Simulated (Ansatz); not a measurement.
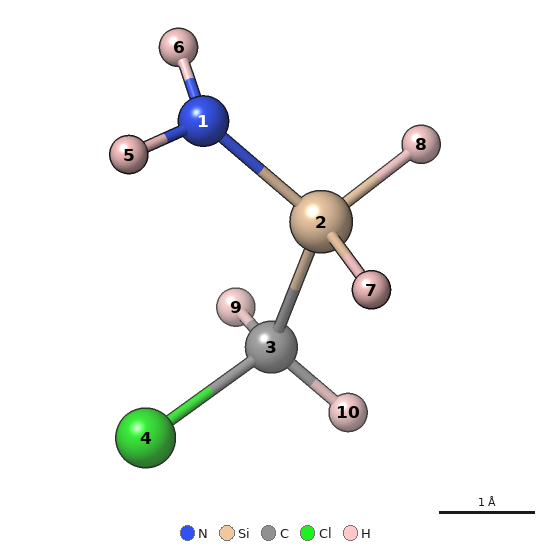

Orthographic view. Atoms fade into the background with distance from the viewer. Computed geometry: PBE0-D4/def2-TZVP optimisation.

Write a Z-matrix (Å, degrees) in the order of the atom numbers, with these reference atoms: 2 to 1; 3 to 2, 1; 4 to 3, 2, 1; 5 to 1, 2, 3; 6 to 1, 5, 2; 7 to 2, 1, 6; 8 to 2, 7, 1; 9 to 3, 4, 2; 10 to 3, 9, 4.

```
N  
Si   1   1.711
C    2   1.888   1   115.1
Cl   3   1.790   2   108.7   1   -57.7
H    1   1.007   2   120.0   3    64.3
H    1   1.007   5   111.3   2   148.3
H    2   1.484   1   109.3   6   159.3
H    2   1.488   7   111.3   1   118.7
H    3   1.091   4   107.2   2  -122.0
H    3   1.091   9   108.5   4   115.6
```
